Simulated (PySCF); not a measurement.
# C₅H₁₀Si: NMR shifts at several levels of theory

How much do the NMR shifts of C₅H₁₀Si (`C=CC(=C)C[SiH3]`) depend on the level of theory, and what does each level cost?

The runs use PySCF 2.14.0, with density-fitted response routines of our own; the level of theory stands in each step. All values are computed, except where a source is named. Atoms count from 0, in the outputs and in this text.

### 1 The molecule as given

16 atoms, charge 0, multiplicity 1; geometry from: GFN2-xTB.

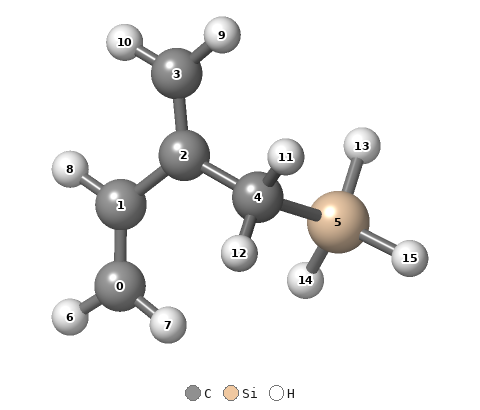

As it starts; carbon grey, silicon light orange, hydrogen white, atoms numbered.

### 2 Optimising the geometry at PBE0-D3(BJ)/def2-SVP

Job settings and geometry (Å):

```
{"job": {"xc": "PBE0", "basis": "def2-SVP", "d3": "d3bj", "grid": 1, "kind": "geom"}, "charge": 0, "multiplicity": 1}
C      1.174895    -0.963187     1.799789
C      0.918587     0.298351     1.474717
C      0.409135     0.782085     0.198599
C      0.188529     2.087694     0.030500
C      0.109837    -0.197580    -0.888858
Si    -1.593742    -1.024299    -0.642430
H      1.552042    -1.223216     2.774607
H      1.024085    -1.784761     1.120934
H      1.097578     1.074992     2.208462
H     -0.189110     2.484563    -0.896822
H      0.379468     2.803754     0.812041
H      0.106659     0.321335    -1.848482
H      0.889782    -0.956912    -0.939193
H     -2.619462     0.017494    -0.584508
H     -1.618927    -1.806221     0.593827
H     -1.836955    -1.905148    -1.788404
```

The log of the run:

```text
step   0  E = -485.40616675  max force = 0.016197
step   1  E = -485.40899746  max force = 0.002028
step   2  E = -485.40904949  max force = 0.000567
step   3  E = -485.40905144  max force = 0.000944
step   4  E = -485.40906145  max force = 0.000432
optimisation converged
```

Run time: 45 s. Hardware: 1 thread, shared host.

Relaxation path:

```
step  energy from step 0 (eV)  largest force component (eV/Å)
   0                   0.0000                          0.8329
   1                  -0.0770                          0.1043
   2                  -0.0784                          0.0292
   3                  -0.0785                          0.0485
   4                  -0.0788                          0.0222
```

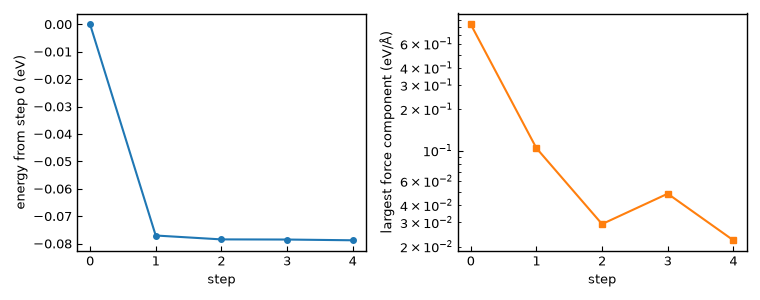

Energy and force, step by step.

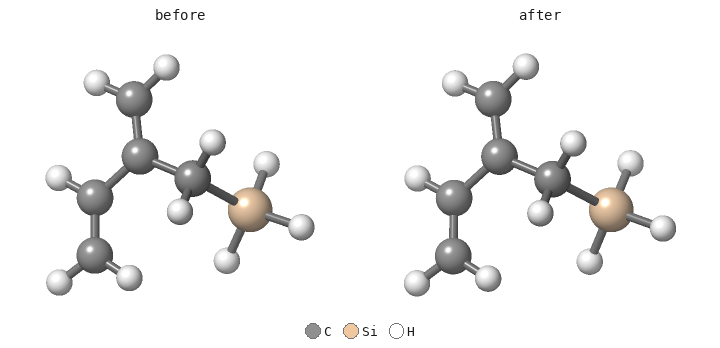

Before and after, at one scale.

Distances of close pairs at the start and the end, largest changes first:

```
   bond  before (Å)  after (Å)  change (Å)
Si5–H13       1.463      1.494      +0.031
Si5–H15       1.466      1.496      +0.031
Si5–H14       1.463      1.493      +0.030
  C0–H7       1.076      1.093      +0.017
 C3–H10       1.077      1.093      +0.016
  C3–H9       1.077      1.093      +0.016
  C0–H6       1.077      1.092      +0.015
 C4–Si5       1.910      1.897      -0.013
```

The next job starts from the end point, and lists it.

```
                         at the end point                value
  point group (found at 0.08 Å tolerance)                   C1
rotational constants (GHz, main isotopes)  3.605, 2.072, 1.485
                        dipole moment (D)                 0.51
```

### 3 Shielding tensors: HF/pcSseg-1

Job settings and geometry (Å):

```
{"job": {"kind": "nmr", "xc": "HF", "basis": "pcSseg-1", "pop": false}, "charge": 0, "multiplicity": 1}
C      0.981918    -0.868687     1.861205
C      0.695652     0.400469     1.542321
C      0.180143     0.884008     0.257325
C     -0.036411     2.202534     0.093019
C     -0.123686    -0.106065    -0.830753
Si    -1.816472    -0.940298    -0.642267
H      1.368497    -1.125475     2.849979
H      0.842201    -1.695483     1.160125
H      0.859176     1.179417     2.295423
H     -0.416325     2.607212    -0.848512
H      0.160583     2.911165     0.901535
H     -0.131794     0.396506    -1.810711
H      0.650396    -0.888856    -0.885972
H     -2.887629     0.101059    -0.633300
H     -1.907916    -1.739370     0.615620
H     -2.043662    -1.855015    -1.804647
```

Method: GIAO HF/pcSseg-1 NMR shielding, non-relativistic, gas phase.

The log of the run:

```text
final grid: 121688 points
cycle   1  E = -483.9248522807  dE =  8.639e-01  |g| = 4.143e-01  |ddm| = 3.402e+00
cycle   2  E = -483.9920723274  dE = -6.722e-02  |g| = 1.278e-01  |ddm| = 5.849e-01
cycle   3  E = -483.9976326345  dE = -5.560e-03  |g| = 6.366e-02  |ddm| = 2.290e-01
cycle   4  E = -483.9988076596  dE = -1.175e-03  |g| = 1.017e-02  |ddm| = 7.791e-02
cycle   5  E = -483.9988423456  dE = -3.469e-05  |g| = 2.417e-03  |ddm| = 1.472e-02
cycle   6  E = -483.9988458103  dE = -3.465e-06  |g| = 6.785e-04  |ddm| = 5.634e-03
cycle   7  E = -483.9988461111  dE = -3.008e-07  |g| = 2.358e-04  |ddm| = 1.762e-03
cycle   8  E = -483.9988461378  dE = -2.670e-08  |g| = 6.043e-05  |ddm| = 5.355e-04
cycle   9  E = -483.9988461407  dE = -2.841e-09  |g| = 2.932e-05  |ddm| = 1.592e-04
cycle  10  E = -483.9988461411  dE = -4.276e-10  |g| = 9.958e-06  |ddm| = 5.868e-05
converged SCF energy = -483.9988461411

GIAO shielding tensors (ppm)
atom      isotropic    diamagn.    paramagn.     s11        s22        s33       span
  0 C       68.137     256.216    -188.079    -55.060     85.818    173.652    228.712
  1 C       45.483     254.450    -208.968    -83.391     67.258    152.582    235.973
  2 C       40.029     259.856    -219.827    -96.086     45.645    170.527    266.613
  3 C       66.957     253.297    -186.340    -50.188    101.048    150.012    200.200
  4 C      179.451     249.544     -70.093    168.810    171.557    197.986     29.175
  5 Si     445.515     875.602    -430.087    407.740    433.911    494.893     87.153
  6 H       26.271      28.895      -2.624     24.173     24.805     29.835      5.661
  7 H       26.349      32.996      -6.647     23.470     24.793     30.782      7.312
  8 H       25.256      31.617      -6.361     22.948     23.954     28.866      5.918
  9 H       26.471      31.751      -5.280     23.368     24.534     31.510      8.142
 10 H       26.461      31.175      -4.714     23.494     24.780     31.109      7.615
 11 H       30.033      32.307      -2.274     25.424     28.672     36.002     10.578
 12 H       30.092      32.514      -2.422     26.025     28.624     35.627      9.602
 13 H       28.123      29.081      -0.959     24.792     26.618     32.957      8.165
 14 H       27.849      29.155      -1.307     23.847     27.573     32.127      8.279
 15 H       27.938      28.708      -0.770     24.959     25.404     33.450      8.491
```

Wall time 9.1 s (1 thread, shared host).

The references, computed at this level on geometries of the same kind, shield at (ppm): ¹H TMS 31.69, ¹³C TMS 190.8, ²⁹Si TMS 393.4. Their shielding less the atom's gives the shift. The references are single molecules in the gas phase. Atoms listed in one row are averaged.

```
        atoms                                  environment  σ (ppm)  δ (ppm)
           C2              fully substituted alkene carbon     40.0    150.8
           C1                                    alkene CH     45.5    145.4
           C3                         terminal =CH2 carbon     67.0    123.9
           C0                         terminal =CH2 carbon     68.1    122.7
           C4                 allylic sp3 CH2 bonded to Si    179.5     11.4
           H8                     hydrogen on an alkene CH    25.26     6.43
           H6           hydrogen on a terminal =CH2 carbon    26.27     5.41
           H7           hydrogen on a terminal =CH2 carbon    26.35     5.34
          H10           hydrogen on a terminal =CH2 carbon    26.46     5.22
           H9           hydrogen on a terminal =CH2 carbon    26.47     5.22
H13, H14, H15            hydrogen on a silicon bonded to C    27.97     3.72
     H11, H12  hydrogen on an allylic sp3 CH2 bonded to Si    30.06     1.62
          Si5                     silicon bonded to C, 3 H    445.5    -52.1
```

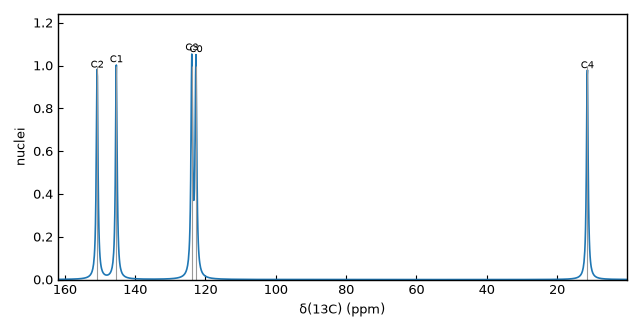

¹³C lines at the computed shifts, without couplings. Lines are broadened to a width of 0.56 ppm (Lorentzian).

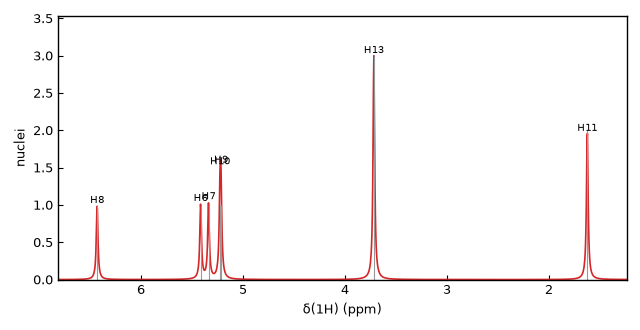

¹H lines at the computed shifts, without couplings. Lines are broadened to a width of 0.02 ppm (Lorentzian).

### 4 NMR shieldings: LDA/pcSseg-1

Settings changed since step 3:

```diff
@@ -1,2 +1,2 @@
-{"job": {"kind": "nmr", "xc": "HF", "basis": "pcSseg-1", "pop": false}, "charge": 0, "multiplicity": 1}
+{"job": {"kind": "nmr", "xc": "LDA", "basis": "pcSseg-1", "pop": false}, "charge": 0, "multiplicity": 1}
 C      0.981918    -0.868687     1.861205
```

Method: GIAO LDA/pcSseg-1 NMR shielding, non-relativistic, gas phase.

The log of the run:

```text
coarse grid: 13256 points
cycle   1  E = -482.8012277957  dE =  2.443e-01  |g| = 5.774e-01  |ddm| = 3.607e+00
cycle   2  E = -482.6821152249  dE =  1.191e-01  |g| = 8.619e-01  |ddm| = 1.389e+00
cycle   3  E = -482.8899290813  dE = -2.078e-01  |g| = 1.182e-01  |ddm| = 1.008e+00
cycle   4  E = -482.8930228577  dE = -3.094e-03  |g| = 6.386e-02  |ddm| = 1.722e-01
cycle   5  E = -482.8940118639  dE = -9.890e-04  |g| = 2.051e-02  |ddm| = 5.992e-02
cycle   6  E = -482.8941021145  dE = -9.025e-05  |g| = 8.910e-03  |ddm| = 2.393e-02
cycle   7  E = -482.8941194779  dE = -1.736e-05  |g| = 4.646e-03  |ddm| = 1.168e-02
cycle   8  E = -482.8941258384  dE = -6.361e-06  |g| = 4.198e-04  |ddm| = 4.567e-03
final grid: 121688 points
cycle   9  E = -482.9510131340  dE = -4.082e-05  |g| = 3.980e-03  |ddm| = 3.808e-02
cycle  10  E = -482.9510055022  dE =  7.632e-06  |g| = 6.547e-03  |ddm| = 9.805e-03
cycle  11  E = -482.9510167325  dE = -1.123e-05  |g| = 1.744e-03  |ddm| = 7.243e-03
cycle  12  E = -482.9510175468  dE = -8.143e-07  |g| = 3.454e-04  |ddm| = 1.765e-03
cycle  13  E = -482.9510175746  dE = -2.777e-08  |g| = 1.960e-04  |ddm| = 5.355e-04
cycle  14  E = -482.9510175850  dE = -1.049e-08  |g| = 4.744e-05  |ddm| = 1.838e-04
cycle  15  E = -482.9510175856  dE = -5.151e-10  |g| = 1.685e-05  |ddm| = 4.916e-05
converged SCF energy = -482.9510175856

GIAO shielding tensors (ppm)
atom      isotropic    diamagn.    paramagn.     s11        s22        s33       span
  0 C       55.256     257.880    -202.624    -49.369     52.134    163.003    212.372
  1 C       29.121     253.153    -224.032    -80.526     34.316    133.573    214.100
  2 C       22.911     259.471    -236.560    -89.878      6.431    152.179    242.056
  3 C       51.557     252.736    -201.179    -43.118     64.271    133.518    176.635
  4 C      164.865     252.717     -87.853    149.761    156.795    188.039     38.277
  5 Si     385.056     881.291    -496.236    337.633    369.441    448.093    110.460
  6 H       25.339      27.962      -2.623     23.711     24.573     27.732      4.022
  7 H       25.419      33.322      -7.903     22.401     24.592     29.263      6.862
  8 H       24.360      30.668      -6.308     22.725     22.955     27.402      4.677
  9 H       25.454      30.823      -5.369     22.383     24.285     29.694      7.311
 10 H       25.542      30.156      -4.613     22.916     24.657     29.054      6.138
 11 H       28.914      31.424      -2.510     24.843     27.700     34.198      9.354
 12 H       28.728      32.006      -3.277     25.250     27.413     33.523      8.273
 13 H       26.845      28.395      -1.550     23.642     25.384     31.508      7.866
 14 H       26.479      28.580      -2.101     22.511     26.311     30.616      8.105
 15 H       26.527      27.936      -1.409     23.684     24.120     31.777      8.093
```

It took 21 s on 1 thread, shared host.

In short: δ C2 157.8, C1 151.6, C3 129.2, C0 125.5, H8 6.47, H6 5.49 ppm.

### 5 Nuclear shieldings: PBE/pcSseg-1

Settings changed since step 4:

```diff
@@ -1,2 +1,2 @@
-{"job": {"kind": "nmr", "xc": "LDA", "basis": "pcSseg-1", "pop": false}, "charge": 0, "multiplicity": 1}
+{"job": {"kind": "nmr", "xc": "PBE", "basis": "pcSseg-1", "pop": false}, "charge": 0, "multiplicity": 1}
 C      0.981918    -0.868687     1.861205
```

Method: GIAO PBE/pcSseg-1 NMR shielding, non-relativistic, gas phase.

The log of the run:

```text
coarse grid: 13256 points
cycle   1  E = -485.4028108929  dE =  2.499e-01  |g| = 5.489e-01  |ddm| = 3.609e+00
cycle   2  E = -485.3086619973  dE =  9.415e-02  |g| = 7.908e-01  |ddm| = 1.327e+00
cycle   3  E = -485.4848317736  dE = -1.762e-01  |g| = 1.040e-01  |ddm| = 9.390e-01
cycle   4  E = -485.4871479279  dE = -2.316e-03  |g| = 6.088e-02  |ddm| = 1.588e-01
cycle   5  E = -485.4880782723  dE = -9.303e-04  |g| = 1.900e-02  |ddm| = 5.838e-02
cycle   6  E = -485.4881577887  dE = -7.952e-05  |g| = 8.004e-03  |ddm| = 2.233e-02
cycle   7  E = -485.4881722575  dE = -1.447e-05  |g| = 3.996e-03  |ddm| = 1.015e-02
cycle   8  E = -485.4881769032  dE = -4.646e-06  |g| = 3.249e-04  |ddm| = 3.916e-03
final grid: 121688 points
cycle   9  E = -485.5379371904  dE = -3.260e-05  |g| = 1.201e-02  |ddm| = 4.576e-02
cycle  10  E = -485.5378777136  dE =  5.948e-05  |g| = 1.872e-02  |ddm| = 3.015e-02
cycle  11  E = -485.5379725448  dE = -9.483e-05  |g| = 4.051e-03  |ddm| = 2.128e-02
cycle  12  E = -485.5379767995  dE = -4.255e-06  |g| = 6.813e-04  |ddm| = 3.714e-03
cycle  13  E = -485.5379768970  dE = -9.752e-08  |g| = 3.433e-04  |ddm| = 9.436e-04
cycle  14  E = -485.5379769300  dE = -3.299e-08  |g| = 1.066e-04  |ddm| = 3.817e-04
cycle  15  E = -485.5379769330  dE = -3.023e-09  |g| = 2.687e-05  |ddm| = 1.144e-04
cycle  16  E = -485.5379769332  dE = -1.827e-10  |g| = 5.203e-06  |ddm| = 3.154e-05
converged SCF energy = -485.5379769332

GIAO shielding tensors (ppm)
atom      isotropic    diamagn.    paramagn.     s11        s22        s33       span
  0 C       60.652     257.059    -196.406    -40.642     61.037    161.562    202.204
  1 C       35.384     252.101    -216.717    -71.249     43.174    134.227    205.476
  2 C       29.171     258.412    -229.241    -79.789     15.127    152.176    231.965
  3 C       57.311     252.164    -194.854    -35.118     72.677    134.374    169.492
  4 C      164.338     252.225     -87.887    150.156    156.626    186.233     36.077
  5 Si     397.569     880.629    -483.060    354.348    383.511    454.849    100.501
  6 H       25.844      28.375      -2.530     24.185     25.045     28.302      4.118
  7 H       25.888      33.757      -7.869     22.940     25.007     29.717      6.777
  8 H       24.850      31.357      -6.507     23.229     23.483     27.837      4.608
  9 H       25.953      31.310      -5.357     22.924     24.769     30.167      7.244
 10 H       26.009      30.675      -4.666     23.379     25.087     29.561      6.182
 11 H       29.360      31.882      -2.521     25.397     28.229     34.455      9.057
 12 H       29.150      32.499      -3.350     25.713     27.957     33.779      8.066
 13 H       27.380      28.957      -1.577     24.258     25.944     31.938      7.680
 14 H       27.027      29.169      -2.142     23.167     26.846     31.068      7.901
 15 H       27.073      28.486      -1.412     24.296     24.697     32.227      7.930
```

Wall time 29 s (1 thread, shared host).

This run: δ C2 150.9, C1 144.6, C3 122.7, C0 119.4, H8 6.35, H6 5.35 ppm.

[end of part 1 of 2]
